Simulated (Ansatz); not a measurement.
# ScPd (CsCl type): frozen-phonon scan

ScPd (CsCl type)

```xyz
2
Lattice="3.2299 0.0000 0.0000 0.0000 3.2299 0.0000 0.0000 0.0000 3.2299" Properties=species:S:1:pos:R:3 pbc="T T T"
Sc     1.6149     1.6149     1.6149
Pd     0.0000     0.0000     0.0000
```

A phonon eigenvector at Γ is frozen into this cell: atom i moves by Q times the vector below, so Q is the largest atomic displacement, in Å. The cell is held. It is one choice among 3 degenerate patterns.

```
atom      x      y       z
----  -----  -----  ------
Sc1   0.000  0.000  -1.000
Pd2   0.000  0.000   0.422
```

The numbers are results of LDA (plane waves to 420 eV, PAW, scalar-relativistic; Ansatz, a first-principles code), not measurements. k mesh 14×14×14 (Γ-centred), Fermi-Dirac smearing 0.05 eV. E stands for the smeared free energy. With partly filled bands, energies and forces of such displacements shift with the k mesh and the smearing. ScPd is run without spin polarisation. ScPd was relaxed with its symmetry unable to fall. The zero of ΔE is the undisplaced structure.

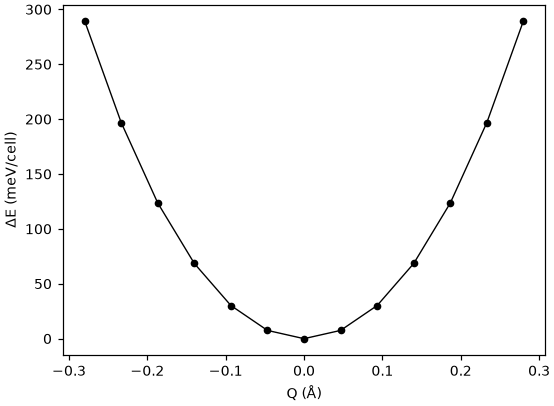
Fig. 1. ΔE (meV/cell) against Q (Å); one marker a computed point.

The energy at Q = 0.280 Å is 290 meV/cell. Shape of the curve: a single well with its minimum at or next to zero displacement. Space group of the distorted cell: P4mm (No. 99), lowered from Pm-3m. Symmetry of the curve: even: the same for both signs. Wavenumber by perturbation theory (DFPT, on another k mesh): 171 cm⁻¹.

(For displaced atoms, the force is minus the slope of the energy, and its curvature is a force constant, which sets phonon frequencies.)
